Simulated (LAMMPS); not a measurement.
An MD run on Cu (fcc), 256 atoms, at 1220 K and 0 GPa, heated as the crystal.

All values are model results, not measurements: classical MD, pair style bop, file AlCu.bop.table; code LAMMPS.

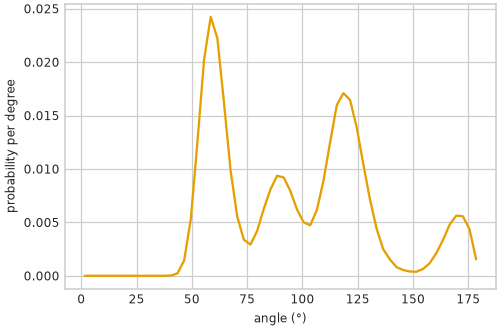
Figure: Probability per degree against angle (°)

Main features:
- state found: crystal; no diffusion seen in 15 ps
- most common Cu-Cu-Cu angle: in the 3° bin centred on 58.5° (mean of all 97°)
